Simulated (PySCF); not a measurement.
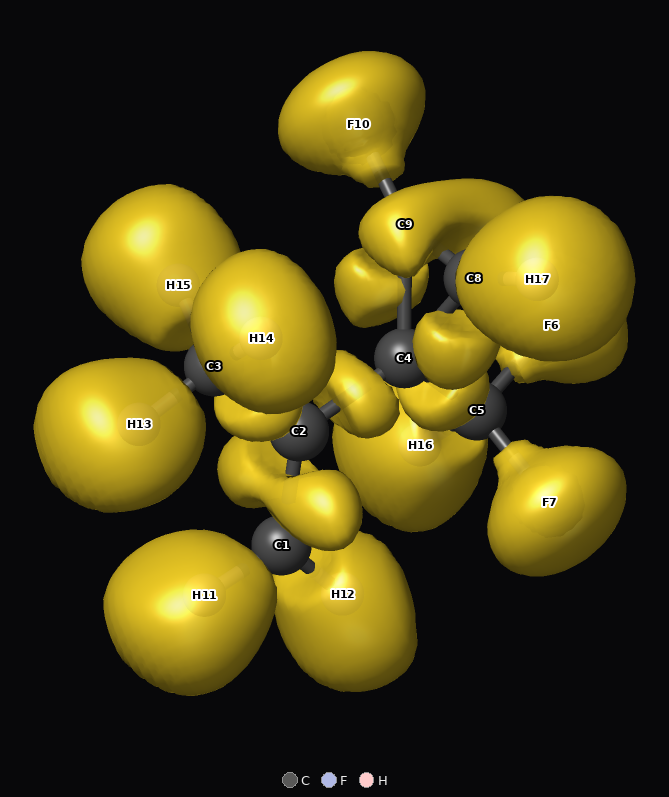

Figure. C7H7F3 (SMILES C=C(C)[C@]1(C(F)F)C=C1F). Isosurface of the electron localisation function at 0.75 (yellow), seen at a tilt. Only the valence region is drawn (cores and ρ < 0.01 e/Å³ removed).

Geometry: GFN2-xTB.

Method: PBE0/pcSseg-1, SCF density, gas phase, non-relativistic in PySCF.

```xyz
17

C     1.4109   -0.3467    1.3456
C     0.4235    0.2743    0.7157
C    -0.1137    1.5953    1.1798
C    -0.2312   -0.2743   -0.5080
C     0.0658   -1.7314   -0.8360
F    -0.7993   -2.1947   -1.7711
F     1.3037   -1.8798   -1.3739
C    -0.5310    0.6520   -1.6988
C    -1.5395    0.2708   -0.9849
F    -2.8229    0.2847   -0.7188
H     1.8592    0.0802    2.2256
H     1.8259   -1.2809    1.0143
H     0.3942    1.9154    2.0845
H     0.0276    2.3539    0.4107
H    -1.1812    1.5234    1.3851
H    -0.0011   -2.3962    0.0389
H    -0.0979    1.1661   -2.5188
```

Where are the electrons localised?

The ELF exceeds this value in seven regions between bonded C–C atoms (shared pairs), seven regions around hydrogen nuclei and three regions on F in which the atom's valence shell and bonds are merged. Along the contacts the grid gives the following. C–C (1.29 Å): the ELF peaks at about 0.80 between the atoms; a multiple bond. C–F (1.31 Å): the ELF peaks at about 0.85 between the atoms (a shared but strongly polarised pair).
